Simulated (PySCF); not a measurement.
Consider C5H11BF2O (SMILES CC(C)CCOB(F)F).

The calculation's input:

```
{"job": {"kind": "nmr", "xc": "PBE0", "basis": "pcSseg-1"}, "charge": 0, "multiplicity": 1}
C     -2.082646    -0.880408    -1.175720
C     -1.133151    -0.209027    -0.183876
C     -1.000240     1.276603    -0.507591
C      0.225237    -0.922150    -0.209971
C      1.139476    -0.592251     0.969877
O      1.655533     0.735229     0.912460
B      2.704278     1.101891     0.209587
F      3.469536     0.275565    -0.498967
F      3.069683     2.370957     0.190787
H     -1.672591    -0.836414    -2.182220
H     -2.240682    -1.924104    -0.913399
H     -3.047021    -0.378571    -1.178323
H     -1.554911    -0.310903     0.822226
H     -1.974973     1.757974    -0.471082
H     -0.343406     1.771443     0.201736
H     -0.590576     1.409495    -1.507073
H      0.749570    -0.680357    -1.137078
H      0.057939    -2.001092    -0.189693
H      1.974460    -1.300406     0.990290
H      0.589336    -0.652795     1.912984
```

Launched as:

```sh
OMP_NUM_THREADS=1 python probes_run.py task.json out
```

Geometry: GFN2-xTB.

Theory: PySCF 2.14.0, PBE0/pcSseg-1, SCF density, gas phase, non-relativistic.

**What can the converged electron density and electron localisation function tell about the bonding?**

B–O (1.31 Å): ρ is about 2.4 e/Å³ halfway; the ELF peaks at about 0.90 between the atoms: a short, strongly polar bond.
B–F (1.32 Å): the density is about 2.2 e/Å³ at the midpoint; the ELF peaks at about 0.85 between the atoms, as expected for a shared but strongly polarised pair.
C–O (1.43 Å): the density is about 1.9 e/Å³ at the midpoint, with its minimum of 1.6 e/Å³ about 0.5 Å from C; the ELF peaks at about 0.85 between the atoms, as expected for a polar covalent bond.

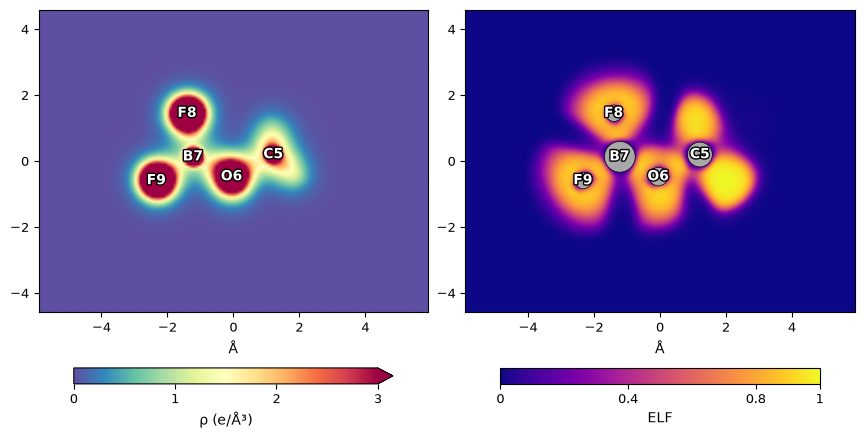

Computed electron density and electron localisation function on the plane of atoms O6, B7 and F8, in this order. Grey discs cover the atomic cores in the ELF map. 
